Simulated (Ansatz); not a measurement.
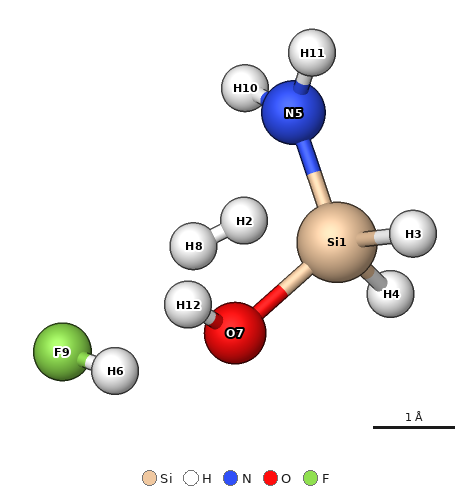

Figure 1. The structure as given in the input (ball-and-stick view, seen at a tilt; atoms are numbered from 1 in the order of the input). Bond lengths as drawn: F–H 0.92 Å, H–H 0.71 Å, H–N 1.02 Å, H–O 0.98 Å, H–Si 1.49 to 1.50 Å, N–Si 1.72 Å and O–Si 1.74 Å.

## Geometry relaxation, with input and output: SiNH₈OF (part 1 of 2)

SiNH₈OF, computed with RKS PBE-D4/def2-SVP (Ansatz 0.2.0).

It belongs to a series of runs on one base structure; here: end point B relaxed. Figures and captions count atoms from 1; the log counts them from 0 in places.

**What the program printed**
```
The last accepted step is kept in [file] (removed where the run ends without a failure and the disk answers)
Engine: ansatz 0.2.0, aarch64-unknown-linux-gnu
Functional definition: PBE
  parameter kappa = 0.804
  parameter beta = 0.06672455060314922
  exchange = pbe_x(kappa = kappa, mu = beta*pi^2/3)
  correlation = pbe_c(beta = beta)
1123 factors; their error is unknown
mean field evaluation 1: about -14232.1110 eV, gradient 8.1e1 eV
mean field evaluation 2: about -14195.6624 eV, gradient 1.5e2 eV
mean field evaluation 4: about -14244.0694 eV, gradient 1.0e1 eV
mean field evaluation 8: about -14244.2285 eV, gradient 1.7e-1 eV
mean field evaluation 16: about -14244.1669 eV, gradient 4.8e-5 eV
mean field -14244.16687087 eV, -523.4634774614 hartree, gradient 4.8e-5 eV, S^2 0.000000; 0 other end points of the search recorded, 0 dependent functions left out
the calculation of the forces begins
reference -14244.16690615 eV, -523.4634787581 hartree; 23, 23 occupied and 77, 77 virtual orbitals, 1123 factors
relax step   1: F+E_penalty+E_count = -14244.34218312 eV  Δ(F+E_penalty+E_count) = +0.000e0 eV  max|allowed force component| = 1.805e0 eV/Å  Δτ_max = 0.0000 Å  (26 SCF iters, accepted)
these checks for a lower state are left out or cut short: starts, cluster_reference, orbital_swaps, neighbouring_geometries, increment
1123 factors; their error is unknown
mean field -14244.39423156 eV, -523.4718328128 hartree, gradient 4.1e-6 eV, S^2 0.000000; 0 other end points of the search recorded, 0 dependent functions left out
[... from here on the field's lines of each further geometry are left out, up to the last ...]
relax step   2: F+E_penalty+E_count = -14244.57127006 eV  Δ(F+E_penalty+E_count) = -2.291e-1 eV  max|allowed force component| = 3.037e-1 eV/Å  Δτ_max = 0.1949 Å  (29 SCF iters, accepted)
relax step   3: F+E_penalty+E_count = -14244.67735852 eV  Δ(F+E_penalty+E_count) = -1.061e-1 eV  max|allowed force component| = 2.535e-1 eV/Å  Δτ_max = 0.1938 Å  (30 SCF iters, accepted)
relax step   4: F+E_penalty+E_count = -14244.71648028 eV  Δ(F+E_penalty+E_count) = -3.912e-2 eV  max|allowed force component| = 2.806e-1 eV/Å  Δτ_max = 0.1956 Å  (29 SCF iters, accepted)
relax step   5: F+E_penalty+E_count = -14244.72892827 eV  Δ(F+E_penalty+E_count) = -1.245e-2 eV  max|allowed force component| = 3.829e-1 eV/Å  Δτ_max = 0.1947 Å  (28 SCF iters, accepted)
relax step   6: F+E_penalty+E_count = -14244.74022349 eV  Δ(F+E_penalty+E_count) = -1.130e-2 eV  max|allowed force component| = 2.647e-1 eV/Å  Δτ_max = 0.1128 Å  (28 SCF iters, accepted)
relax step   7: F+E_penalty+E_count = -14244.75133252 eV  Δ(F+E_penalty+E_count) = -1.111e-2 eV  max|allowed force component| = 2.617e-1 eV/Å  Δτ_max = 0.1617 Å  (28 SCF iters, accepted)
relax step   8: F+E_penalty+E_count = -14244.76296635 eV  Δ(F+E_penalty+E_count) = -1.163e-2 eV  max|allowed force component| = 2.067e-1 eV/Å  Δτ_max = 0.1952 Å  (27 SCF iters, accepted)
relax step   9: F+E_penalty+E_count = -14244.76736592 eV  Δ(F+E_penalty+E_count) = -4.400e-3 eV  max|allowed force component| = 3.399e-1 eV/Å  Δτ_max = 0.1933 Å  (28 SCF iters, accepted)
relax step  10: F+E_penalty+E_count = -14244.77690845 eV  Δ(F+E_penalty+E_count) = -9.543e-3 eV  max|allowed force component| = 1.746e-1 eV/Å  Δτ_max = 0.0568 Å  (29 SCF iters, accepted)
relax step  11: F+E_penalty+E_count = -14244.78187769 eV  Δ(F+E_penalty+E_count) = -4.969e-3 eV  max|allowed force component| = 9.818e-2 eV/Å  Δτ_max = 0.0938 Å  (28 SCF iters, accepted)
relax step  12: F+E_penalty+E_count = -14244.78554767 eV  Δ(F+E_penalty+E_count) = -3.670e-3 eV  max|allowed force component| = 8.297e-2 eV/Å  Δτ_max = 0.1166 Å  (28 SCF iters, accepted)
relax step  13: F+E_penalty+E_count = -14244.78728082 eV  Δ(F+E_penalty+E_count) = -1.733e-3 eV  max|allowed force component| = 1.186e-1 eV/Å  Δτ_max = 0.1040 Å  (28 SCF iters, accepted)
relax step  14: F+E_penalty+E_count = -14244.78843060 eV  Δ(F+E_penalty+E_count) = -1.150e-3 eV  max|allowed force component| = 4.804e-2 eV/Å  Δτ_max = 0.0428 Å  (29 SCF iters, accepted)
relax step  15: F+E_penalty+E_count = -14244.79043540 eV  Δ(F+E_penalty+E_count) = -2.005e-3 eV  max|allowed force component| = 6.583e-2 eV/Å  Δτ_max = 0.0885 Å  (28 SCF iters, accepted)
relax step  16: F+E_penalty+E_count = -14244.79115346 eV  Δ(F+E_penalty+E_count) = -7.181e-4 eV  max|allowed force component| = 2.386e-1 eV/Å  Δτ_max = 0.1960 Å  (29 SCF iters, accepted)
relax step  17: F+E_penalty+E_count = -14244.79510438 eV  Δ(F+E_penalty+E_count) = -3.951e-3 eV  max|allowed force component| = 1.643e-1 eV/Å  Δτ_max = 0.0363 Å  (29 SCF iters, accepted)
relax step  18: F+E_penalty+E_count = -14244.79587929 eV  Δ(F+E_penalty+E_count) = -7.749e-4 eV  max|allowed force component| = 9.518e-2 eV/Å  Δτ_max = 0.1158 Å  (28 SCF iters, accepted)
relax step  19: F+E_penalty+E_count = -14244.80016065 eV  Δ(F+E_penalty+E_count) = -4.281e-3 eV  max|allowed force component| = 7.279e-2 eV/Å  Δτ_max = 0.0912 Å  (28 SCF iters, accepted)
relax step  20: F+E_penalty+E_count = -14244.80327439 eV  Δ(F+E_penalty+E_count) = -3.114e-3 eV  max|allowed force component| = 1.778e-1 eV/Å  Δτ_max = 0.1957 Å  (28 SCF iters, accepted)
relax step  21: F+E_penalty+E_count = -14244.80634515 eV  Δ(F+E_penalty+E_count) = -3.071e-3 eV  max|allowed force component| = 1.521e-1 eV/Å  Δτ_max = 0.0878 Å  (28 SCF iters, accepted)
relax step  22: F+E_penalty+E_count = -14244.81230634 eV  Δ(F+E_penalty+E_count) = -5.961e-3 eV  max|allowed force component| = 1.055e-1 eV/Å  Δτ_max = 0.1957 Å  (28 SCF iters, accepted)
relax step  23: F+E_penalty+E_count = -14244.81602075 eV  Δ(F+E_penalty+E_count) = -3.714e-3 eV  max|allowed force component| = 3.152e-1 eV/Å  Δτ_max = 0.1918 Å  (27 SCF iters, accepted)
relax step  24: F+E_penalty+E_count = -14244.82039142 eV  Δ(F+E_penalty+E_count) = -4.371e-3 eV  max|allowed force component| = 2.316e-1 eV/Å  Δτ_max = 0.1065 Å  (28 SCF iters, accepted)
relax step  25: F+E_penalty+E_count = -14244.82684966 eV  Δ(F+E_penalty+E_count) = -6.458e-3 eV  max|allowed force component| = 1.576e-1 eV/Å  Δτ_max = 0.1948 Å  (27 SCF iters, accepted)
relax step  26: F+E_penalty+E_count = -14244.83331752 eV  Δ(F+E_penalty+E_count) = -6.468e-3 eV  max|allowed force component| = 2.133e-1 eV/Å  Δτ_max = 0.1947 Å  (28 SCF iters, accepted)
relax step  27: F+E_penalty+E_count = -14244.83881298 eV  Δ(F+E_penalty+E_count) = -5.495e-3 eV  max|allowed force component| = 3.459e-1 eV/Å  Δτ_max = 0.1948 Å  (28 SCF iters, accepted)
relax step  28: F+E_penalty+E_count = -14244.84506821 eV  Δ(F+E_penalty+E_count) = -6.255e-3 eV  max|allowed force component| = 2.567e-1 eV/Å  Δτ_max = 0.1283 Å  (28 SCF iters, accepted)
relax step  29: F+E_penalty+E_count = -14244.85216071 eV  Δ(F+E_penalty+E_count) = -7.092e-3 eV  max|allowed force component| = 1.080e-1 eV/Å  Δτ_max = 0.1949 Å  (28 SCF iters, accepted)
relax step  30: F+E_penalty+E_count = -14244.85412034 eV  Δ(F+E_penalty+E_count) = -1.960e-3 eV  max|allowed force component| = 3.030e-1 eV/Å  Δτ_max = 0.1941 Å  (28 SCF iters, accepted)
relax step  31: F+E_penalty+E_count = -14244.85650867 eV  Δ(F+E_penalty+E_count) = -2.388e-3 eV  max|allowed force component| = 9.373e-2 eV/Å  Δτ_max = 0.0344 Å  (30 SCF iters, accepted)
relax step  32: F+E_penalty+E_count = -14244.85720840 eV  Δ(F+E_penalty+E_count) = -6.997e-4 eV  max|allowed force component| = 5.460e-2 eV/Å  Δτ_max = 0.0294 Å  (30 SCF iters, accepted)
the calculation of the forces begins
reference -14244.67348703 eV, -523.4820952620 hartree; 23, 23 occupied and 77, 77 virtual orbitals, 1123 factors
relax step  33: F+E_penalty+E_count = -14244.85744235 eV  Δ(F+E_penalty+E_count) = -2.340e-4 eV  max|allowed force component| = 1.391e-2 eV/Å  Δτ_max = 0.0403 Å  (29 SCF iters, accepted)
1123 factors; their error is unknown
mean field evaluation 256: about -14244.6735 eV, gradient 1.9e-3 eV
```

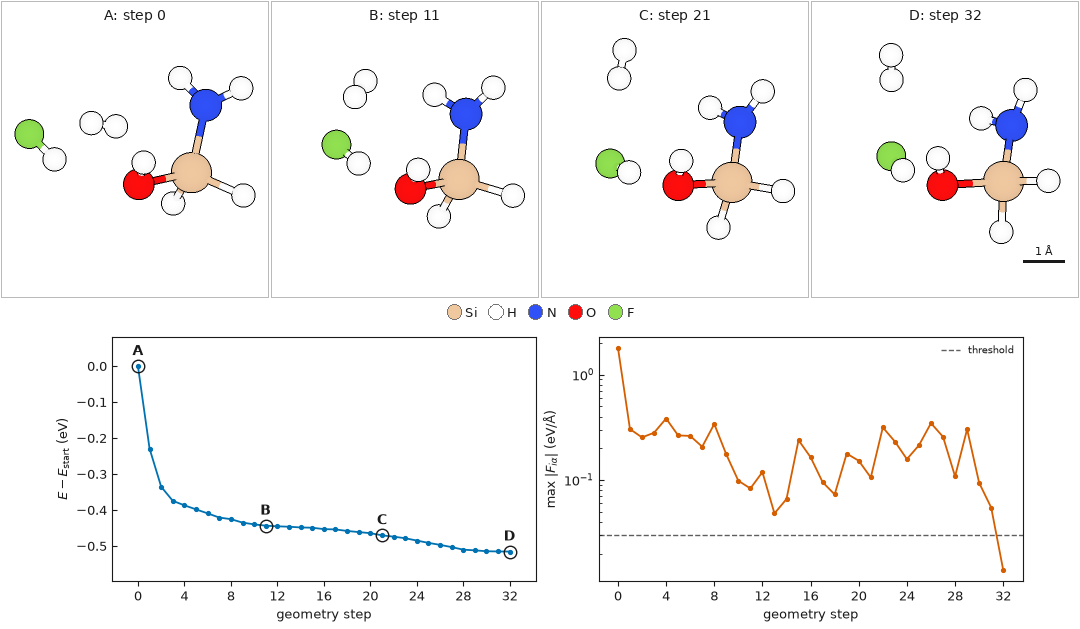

Figure 2. Frames of the relaxation (ball-and-stick view, seen at a tilt) above the curves, on which the letters mark them (the first geometry is step 0 here and step 1 in the log).

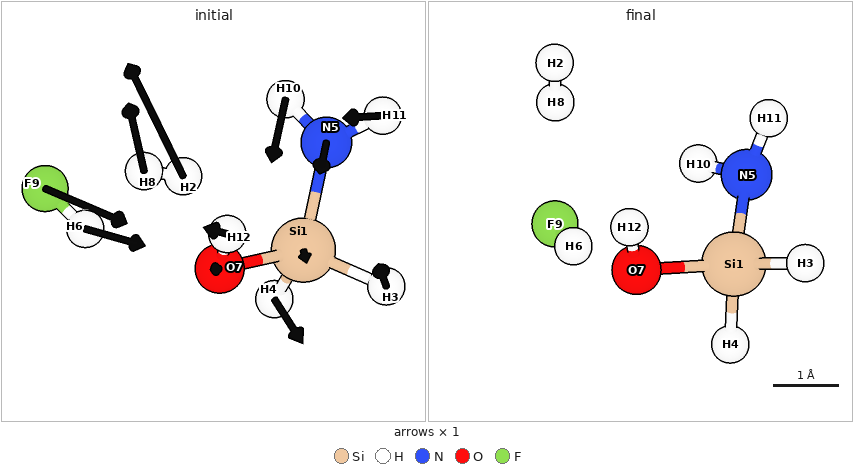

Figure 3. Before (left) and after (right) the relaxation, at one scale (ball-and-stick view, seen at a tilt). The black arrows give the displacements, at true length. H2 moves most after the best rigid fit: 2.95 Å. By element the largest moves are H 2.95 Å, F 1.98 Å, N 0.83 Å, Si 0.25 Å, O 0.24 Å. Among the contacts that change: H2–H8 0.707 → 0.770 Å, H6–F9 0.919 → 0.969 Å, Si1–O7 1.741 → 1.731 Å, N5–H10 1.019 → 1.026 Å. Among the angles that change: Si1–N5–H10 124.8° → 116.1°, H4–Si1–N5 115.8° → 110.7°, Si1–O7–H12 110.6° → 114.6°. After 32 geometry steps the energy has fallen by 0.515 eV. The largest force component goes from 1.8 to 0.014 eV/Å. (Atoms are counted from 1 in the order of the input.)

```
mean field -14244.67345163 eV, -523.4820939608 hartree, gradient 2.1e-5 eV, S^2 0.000000; 1 other end points of the search recorded, 0 dependent functions left out
the calculation of the forces begins
reference -14244.67348703 eV, -523.4820952620 hartree; 23, 23 occupied and 77, 77 virtual orbitals, 1123 factors
Total energy: -14244.85747776 eV, -523.4888567964 hartree
Atom 0 at    -0.834930    -1.053643    -0.416357 Å, force    -0.003803    -0.003795     0.006729 eV/Å
Atom 1 at     1.044236     2.666182     0.140903 Å, force    -0.002627     0.010618    -0.004998 eV/Å
Atom 2 at    -2.075231    -0.985643    -1.259174 Å, force    -0.000271     0.000462     0.000123 eV/Å
Atom 3 at    -0.360250    -2.441848    -0.148995 Å, force     0.000654    -0.001114    -0.002289 eV/Å
Atom 4 at    -1.162042    -0.225683     1.060522 Å, force    -0.001653     0.006530    -0.013914 eV/Å
Atom 5 at     1.555064    -0.260765    -0.142195 Å, force     0.004271    -0.003165     0.004141 eV/Å
Atom 6 at     0.485607    -0.422941    -1.340592 Å, force     0.001023     0.007185    -0.005822 eV/Å
Atom 7 at     1.252641     1.950651     0.336265 Å, force     0.002240    -0.008873     0.006517 eV/Å
Atom 8 at     1.899114    -0.177184     0.760165 Å, force    -0.000563     0.001526    -0.003721 eV/Å
Atom 9 at    -0.365228    -0.104239     1.695650 Å, force     0.003813    -0.000753     0.002043 eV/Å
Atom 10 at    -1.757346     0.605630     1.058817 Å, force    -0.003105    -0.001305     0.005894 eV/Å
Atom 11 at     0.318467     0.449283    -1.745010 Å, force     0.000019    -0.007315     0.005299 eV/Å
Dipole moment:    -0.419098     0.329425    -0.270933 e Å
```
